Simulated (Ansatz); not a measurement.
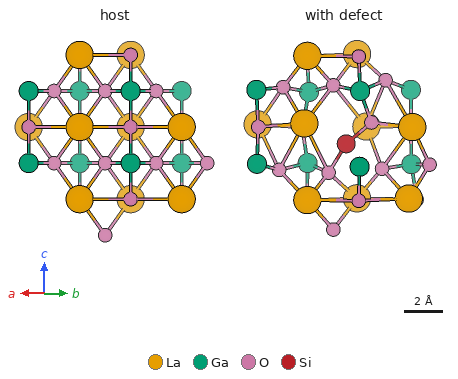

Left: perfect LaGaO$_{3}$. Right: the same region with one point defect, after relaxing the atoms in a supercell of 40 sites. Style: ball-and-stick. Shown: the atoms within 5.4 Å of one point, in a slice 3.4 Å thick across the line of sight, along [110].

Level of theory: DFT, PBEsol, PAW, plane waves (Ansatz). (plane-wave cutoff 420 eV; k-point mesh 1 × 1 × 1; mesh shifted by (0.25, 0.25, 0.25); collinear spin) Fermi-Dirac smearing of 0.01 eV. A uniform background neutralises the charged cell. The axes drawn are those of the host's conventional cell.

Question: Which defect is it?

Answer: An extra silicon atom is put between the host's atoms (an interstitial).

The charge state of the cell is −1.

Question: How does the lattice respond?

Answer: The Si atom starts with 2 La at 1.93 Å, 4 O at 1.93 Å around its place and ends with 2 O at 1.80 to 1.85 Å, 1 Ga at 2.12 Å. Of the host's atoms, an oxygen atom moves furthest from its site, by 0.96 Å. The Si atom itself moves 1.23 Å from where it was put. The cell's net moment is 1.00 μB.

Limits of the set-up: the periodic images lie only 7.7 Å apart, so the values are limited by the cell's size; the cell is charged, on a uniform background, and energies carry no finite-size correction.
